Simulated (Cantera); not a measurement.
Input: 1 mol C2H5OH, 0.71 mol H2O, held at 15.0 Pa.

Equilibrium computed with Cantera from the NASA thermochemical tables; the gas is ideal and each condensed phase is pure. Candidate condensed phases: C, C6H6, C7H8, C8H18, H2O; 131 gas species. Ions and electrons are included (thermal ionisation). Rates play no part.

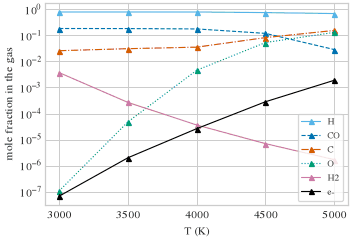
Fig. 1. Equilibrium gas composition (values under 1e-9 drawn at 1e-9)

Question: Read off the mole fractions at 3000 K.

Answer: H about 0.79, CO about 0.18, C about 0.026, H2 about 0.0037, O about 1.1e-7, e- about 6.7e-8.
